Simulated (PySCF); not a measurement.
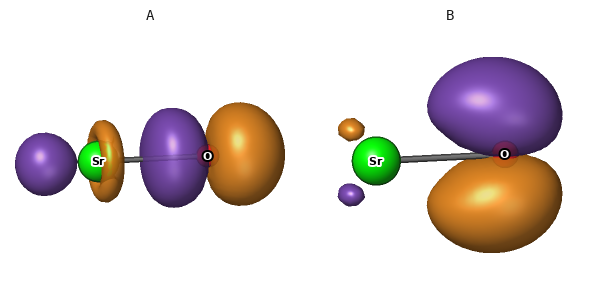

SrO (charge −1, doublet). Two frontier β-spin orbitals, each drawn at the value that holds 80 % of its norm (orange and purple are the two phases), in no order; of a degenerate pair one member is drawn.

Core potentials replace the inner electrons of Sr.

Computed with PBE0/def2-SVPD, non-relativistic Hamiltonian with scalar-relativistic core potentials where named, at a bond length of 2.034 Å (PySCF 2.14.0).

> Label each orbital by symmetry, say whether it is occupied, and order them by energy.

Orbital B: π, occupied in this spin, −0.49 eV; mainly on O (80 %).
Orbital A: σ, occupied in this spin, −0.27 eV; mainly on O (80 %).
